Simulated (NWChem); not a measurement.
# SO2F2 (sulfuryl fluoride) at 5 levels

We compute a comparison of 5 runs (B2PLYP/6-311+G**, BHLYP/6-311+G**, CAM-B3LYP/6-311+G**, M06-2X/6-311+G**, wB97X/6-311+G**) of SO2F2 (sulfuryl fluoride). 

The results are computed with NWChem 7.3.0.

## 1. The system as given

SO2F2 has 5 atoms, charge 0, and is taken as a singlet. As SMILES, `O=S(=O)(F)F`. Geometry: relaxed at PBE0-D4/def2-TZVP.

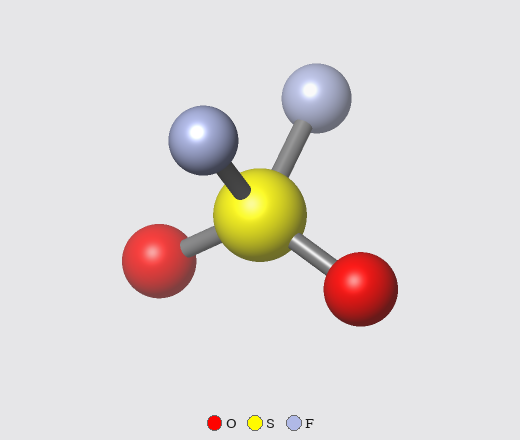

Viewed from a chosen angle; oxygen red, sulfur yellow, fluorine light blue.

## 2. A single-point energy at B2PLYP/6-311+G(d,p) (run 1)

struct.nw

```
start struct
title "F2O2S"
memory total 2200 mb
charge 0
geometry units angstroms noautosym nocenter noautoz
 O    -0.388200   -0.151100    1.421700
 S     0.070900   -0.096900    0.095900
 O     1.129600   -0.862200   -0.418700
 F    -1.140900   -0.267600   -0.837400
 F     0.328600    1.377800   -0.261400
end
basis spherical bse
 * library 6-311+G**
end
dft
 xc hfexch 0.53 becke88 0.47 lyp 0.73 mp2 0.27
 dftmp2 semidirect
 grid fine
 convergence energy 1e-08
 maxiter 100
 mulliken
 print low
end
mp2
 freeze core 9
end
task dft energy
```

Run with:

```
nwchem struct.nw > struct.out
```

Output:

```text
[...]
 d= 0,ls=0.0,diis     1   -747.4264704306 -1.04D+03  2.44D-02  2.69D+00     2.4
[...]
 d= 0,ls=0.0,diis     9   -747.6578044977 -4.95D-09  9.44D-07  1.86D-08    17.4
         Total DFT energy =     -747.657804497650
      One electron energy =    -1612.015149509385
           Coulomb energy =      635.849044916925
    Exchange-Corr. energy =      -63.327802194405
 Nuclear repulsion energy =      291.836102289215
[...]
      Total Density - Mulliken Population Analysis
     ---------------------------------------------
    Atom       Charge   Shell Charges
 -----------   ------   -------------------------------------------------------
    1 O    8     8.25   1.08  0.91  0.94  1.03  2.07  0.90  1.47 -0.15 -0.03  0.02
    2 S   16    15.24   0.77  1.19  0.93  1.05  1.06  0.03  1.85  4.04  0.97  1.71  0.81  0.02  0.03  0.79
    3 O    8     8.25   1.08  0.91  0.94  1.03  2.07  0.90  1.47 -0.15 -0.03  0.02
    4 F    9     9.13   1.08  0.92  1.16  1.09  2.39  0.91  1.72 -0.13 -0.03  0.01
    5 F    9     9.13   1.08  0.92  1.16  1.09  2.39  0.91  1.72 -0.13 -0.03  0.01
[...]
  Basis functions       =    118
[...]
```

Wall time 22 s (1 thread of Intel Xeon Platinum 8488C (Sapphire Rapids), shared host); peak memory 0.49 GiB.

## 3. Energy and forces at BHLYP/6-311+G(d,p) (run 2)

sp.nw

```
start sp
title "F2O2S gradient"
memory 2200 mb

geometry noautosym nocenter noautoz
  O    -0.388200   -0.151100    1.421700
  S     0.070900   -0.096900    0.095900
  O     1.129600   -0.862200   -0.418700
  F    -1.140900   -0.267600   -0.837400
  F     0.328600    1.377800   -0.261400
end

basis spherical bse
  * library 6-311+G**
end

dft
  xc bhlyp
  mult 1
  grid fine
  convergence energy 1e-08
  maxiter 100
  mulliken
  print medium
end

task dft gradient
```

Run with:

```
nwchem sp.nw > sp.out
```

Output:

```text
[...]
          Wavefunction type:  closed shell.
          No. of atoms     :     5
          No. of electrons :    50
[...]
          Charge           :     0
          Spin multiplicity:     1
[...]
          AO basis - number of functions:   118
[...]
              XC Information
              --------------
                        BHLYP Method XC Functional
                     Hartree-Fock (Exact) Exchange  0.500
                        Slater Exchange Functional  0.500 local
                    Becke 1988 Exchange Functional  0.500 non-local
              Lee-Yang-Parr Correlation Functional  1.000
[...]
 d= 0,ls=0.0,diis     1   -747.9605420265 -1.04D+03  2.51D-02  2.75D+00     2.8
[...]
 d= 0,ls=0.0,diis     9   -748.1953760900 -4.20D-09  9.08D-07  1.88D-08    18.6
         Total DFT energy =     -748.195376089973
      One electron energy =    -1612.161538469003
           Coulomb energy =      636.003031736993
    Exchange-Corr. energy =      -63.872971647178
 Nuclear repulsion energy =      291.836102289215
[...]
      Total Density - Mulliken Population Analysis
     ---------------------------------------------
    Atom       Charge   Shell Charges
 -----------   ------   -------------------------------------------------------
    1 O    8     8.24   1.08  0.91  0.95  1.03  2.06  0.90  1.46 -0.14 -0.03  0.02
    2 S   16    15.26   0.77  1.19  0.93  1.05  1.06  0.03  1.85  4.03  0.98  1.71  0.81  0.02  0.03  0.79
    3 O    8     8.24   1.08  0.91  0.95  1.03  2.06  0.90  1.46 -0.14 -0.03  0.02
    4 F    9     9.13   1.08  0.92  1.16  1.10  2.39  0.91  1.72 -0.13 -0.02  0.01
    5 F    9     9.13   1.08  0.92  1.16  1.10  2.39  0.91  1.72 -0.13 -0.02  0.01
[...]
  wavefunction    = closed shell
                         DFT ENERGY GRADIENTS
    atom               coordinates                        gradient
                 x          y          z           x          y          z
   1 O      -0.733592  -0.285538   2.686623    0.000845  -0.000770   0.000019
   2 S       0.133982  -0.183114   0.181225   -0.007825   0.010692  -0.010674
   3 O       2.134634  -1.629322  -0.791228   -0.000069  -0.000323   0.001117
   4 F      -2.155988  -0.505691  -1.582457    0.008350   0.000594   0.006672
   5 F       0.620964   2.603664  -0.493974   -0.001300  -0.010193   0.002866
[...]
```

Run time: 26 s. Hardware: 1 thread of Intel Xeon Platinum 8488C (Sapphire Rapids), shared host; peak memory 0.12 GiB.

Runs 3 to 4 aren't shown in full; the table further down has their settings and results.

## 4. Energy and gradient at wB97X/6-311+G(d,p) (run 5)

work.nw

```
START work
TITLE "F2O2S gradient"
memory 2200 mb

GEOMETRY units angstroms noautosym nocenter noautoz
O     -0.388200    -0.151100     1.421700
S      0.070900    -0.096900     0.095900
O      1.129600    -0.862200    -0.418700
F     -1.140900    -0.267600    -0.837400
F      0.328600     1.377800    -0.261400
END

BASIS "ao basis" spherical bse
* library 6-311+G**
END

DFT
xc wb97x
grid fine
convergence energy 1e-08
maxiter 100
mulliken
END

TASK dft gradient
```

Run with:

```
nwchem work.nw > work.out
```

Output:

```text
[...]
          Wavefunction type:  closed shell.
          No. of atoms     :     5
          No. of electrons :    50
[...]
          Charge           :     0
          Spin multiplicity:     1
[...]
          AO basis - number of functions:   118
[...]
              XC Information
              --------------
                       wb97x  Method XC Functional
                     Hartree-Fock (Exact) Exchange  1.000
                         wb97x Exchange Functional  1.000
                      wb97x Correlation Functional  1.000
[...]
 d= 0,ls=0.0,diis     1   -748.0086760327 -1.04D+03  2.33D-02  3.44D+00     8.5
[...]
 d= 0,ls=0.0,diis    10   -748.2735818065 -9.78D-09  1.70D-06  5.13D-09    82.7
         Total DFT energy =     -748.273581806458
      One electron energy =    -1612.316504353246
           Coulomb energy =      636.123019887280
    Exchange-Corr. energy =      -63.916199629707
 Nuclear repulsion energy =      291.836102289215
[...]
      Total Density - Mulliken Population Analysis
     ---------------------------------------------
    Atom       Charge   Shell Charges
 -----------   ------   -------------------------------------------------------
    1 O    8     8.20   1.09  0.91  0.95  1.03  2.05  0.87  1.44 -0.12 -0.03  0.02
    2 S   16    15.41   0.78  1.19  0.93  1.06  1.07  0.07  1.85  4.03  1.00  1.76  0.83  0.02  0.02  0.81
    3 O    8     8.20   1.09  0.91  0.95  1.03  2.05  0.87  1.44 -0.12 -0.03  0.02
    4 F    9     9.10   1.08  0.92  1.17  1.10  2.36  0.89  1.70 -0.11 -0.02  0.01
    5 F    9     9.10   1.08  0.92  1.17  1.10  2.36  0.89  1.70 -0.11 -0.02  0.01
[...]
  wavefunction    = closed shell
[...]
                         DFT ENERGY GRADIENTS
    atom               coordinates                        gradient
                 x          y          z           x          y          z
   1 O      -0.733592  -0.285538   2.686623    0.006764  -0.000003  -0.017270
   2 S       0.133982  -0.183114   0.181225   -0.008924   0.012194  -0.012165
   3 O       2.134634  -1.629322  -0.791228   -0.013877   0.009688   0.007741
   4 F      -2.155988  -0.505691  -1.582457    0.020316   0.002819   0.015679
   5 F       0.620964   2.603664  -0.493974   -0.004279  -0.024699   0.006015
[...]
```

It took 2 min on 1 thread of Intel Xeon Platinum 8488C (Sapphire Rapids), shared host; peak memory 0.12 GiB.

## 5. All runs side by side

```csv
run,level,task,frozen core orbitals,energy (Eh),wall time
1,B2PLYP/6-311+G**,energy,9,-747.975618,22 s
2,BHLYP/6-311+G**,gradient,–,-748.195376,26 s
3,CAM-B3LYP/6-311+G**,gradient,–,-748.281583,2.1 min
4,M06-2X/6-311+G**,gradient,–,-748.216676,30 s
5,wB97X/6-311+G**,gradient,–,-748.273582,2 min
```

## 6. Outcome

| quantity | value |
| --- | --- |
| run 5: total energy | -748.27358 Eh |
| run 5: dipole moment | 0.96 D |
| run 5: HOMO energy | -13.28 eV |
| run 5: LUMO energy | 1.31 eV |
| run 5: HOMO–LUMO gap | 14.59 eV |
| run 5: largest force on an atom | 1.328 eV/Å |

What this shows: Over runs 2, 3, 4, 5 the dipole moment (its size) runs from 0.95 D (M06-2X/6-311+G**) to 0.98 D (BHLYP/6-311+G**). Over runs 2, 3, 4, 5 the HOMO–LUMO gap runs from 12.32 eV (M06-2X/6-311+G**) to 14.59 eV (wB97X/6-311+G**). Totals of different functionals can't be ranked against each other. All runs together took 5.4 min, the longest 2.1 min.
